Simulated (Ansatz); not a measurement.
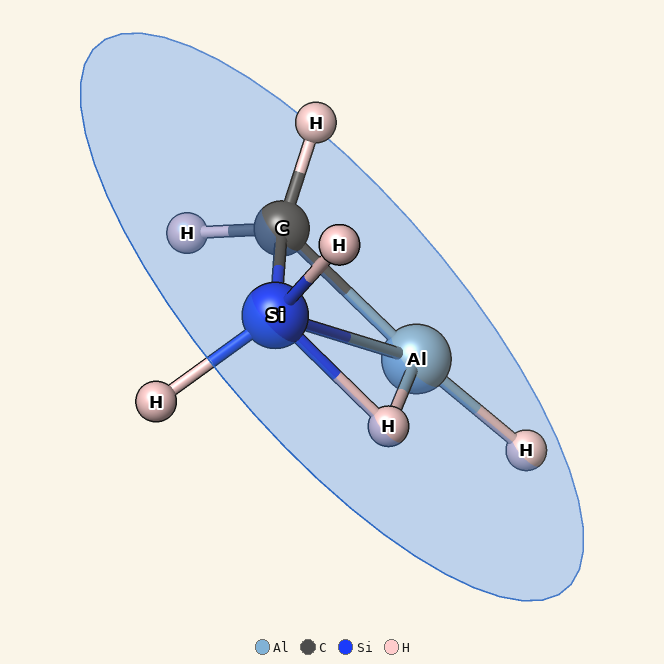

All proper rotation axes (lines) and mirror planes (discs) of the structure are drawn in. Atoms fade into the background with distance from the viewer. The species has charge +1 and is a spin singlet. The geometry was computed by an optimisation with PBE-D4/def2-SVP. No frequency run is at hand to confirm it as a minimum.

Question: Name the symmetry elements and the point group.

Answer: It has 1 mirror plane. Point group Cs. The group has 2 operations. The geometry is achiral, and symmetry allows a dipole moment.
